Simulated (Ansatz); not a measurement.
Process, species as SMILES: [NH2] (NH2) → 2 H atom + N atom
B3LYP-D3(BJ)/def2-TZVP geometries, fixed; electronic energies without zero-point terms.

Basis-set convergence of the atomisation energy at MP2 with Ansatz (a quantum-chemistry and plane-wave program). Cartesian d functions, on some or all atoms, in 6-31+G*; all else is spherical. Cores are frozen. Open shells are unrestricted. No added dispersion term, no relativity. Functions are those of the species that has most. Reference: Hartree-Fock in aug-cc-pVQZ plus the correlation part extrapolated as X^-3 from aug-cc-pVTZ and aug-cc-pVQZ, 179.77 kcal/mol, itself unsure by roughly 0.77 kcal/mol (a third of the extrapolation step and of the last Hartree-Fock step). Deviations are taken from unrounded values.

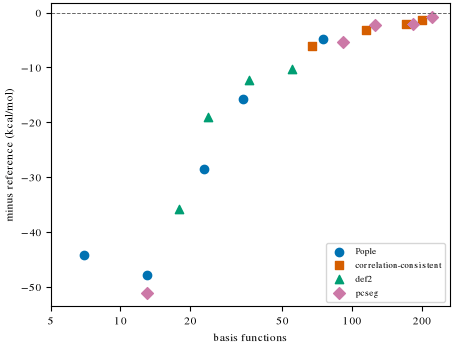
Deviation from the reference against the number of basis functions, by family of sets.

```json
[
 {"basis": "STO-3G", "functions": "7", "atomisation energy (kcal/mol)": "135.56", "minus reference (kcal/mol)": "-44.22"},
 {"basis": "6-31G", "functions": "13", "atomisation energy (kcal/mol)": "132.00", "minus reference (kcal/mol)": "-47.77"},
 {"basis": "pcseg-0", "functions": "13", "atomisation energy (kcal/mol)": "128.73", "minus reference (kcal/mol)": "-51.04"},
 {"basis": "def2-SV(P)", "functions": "18", "atomisation energy (kcal/mol)": "144.05", "minus reference (kcal/mol)": "-35.73"},
 {"basis": "6-31+G*", "functions": "23", "atomisation energy (kcal/mol)": "151.18", "minus reference (kcal/mol)": "-28.59"},
 {"basis": "def2-SVP", "functions": "24", "atomisation energy (kcal/mol)": "160.81", "minus reference (kcal/mol)": "-18.96"},
 {"basis": "6-311+G**", "functions": "34", "atomisation energy (kcal/mol)": "163.93", "minus reference (kcal/mol)": "-15.84"},
 {"basis": "def2-SVPD", "functions": "36", "atomisation energy (kcal/mol)": "167.53", "minus reference (kcal/mol)": "-12.24"},
 {"basis": "def2-TZVPD", "functions": "55", "atomisation energy (kcal/mol)": "169.55", "minus reference (kcal/mol)": "-10.22"},
 {"basis": "jun-cc-pV(T+d)Z", "functions": "67", "atomisation energy (kcal/mol)": "173.74", "minus reference (kcal/mol)": "-6.03"},
 {"basis": "6-311++G(3df,3pd)", "functions": "75", "atomisation energy (kcal/mol)": "174.97", "minus reference (kcal/mol)": "-4.81"},
 {"basis": "aug-pcseg-2", "functions": "92", "atomisation energy (kcal/mol)": "174.44", "minus reference (kcal/mol)": "-5.33"},
 {"basis": "cc-pVQZ", "functions": "115", "atomisation energy (kcal/mol)": "176.65", "minus reference (kcal/mol)": "-3.12"},
 {"basis": "pcseg-3", "functions": "126", "atomisation energy (kcal/mol)": "177.45", "minus reference (kcal/mol)": "-2.32"},
 {"basis": "aug-cc-pVQZ", "functions": "172", "atomisation energy (kcal/mol)": "177.71", "minus reference (kcal/mol)": "-2.06"},
 {"basis": "aug-pcseg-3", "functions": "183", "atomisation energy (kcal/mol)": "177.64", "minus reference (kcal/mol)": "-2.13"},
 {"basis": "cc-pV5Z", "functions": "201", "atomisation energy (kcal/mol)": "178.38", "minus reference (kcal/mol)": "-1.39"},
 {"basis": "pcseg-4", "functions": "223", "atomisation energy (kcal/mol)": "178.96", "minus reference (kcal/mol)": "-0.81"}
]
```
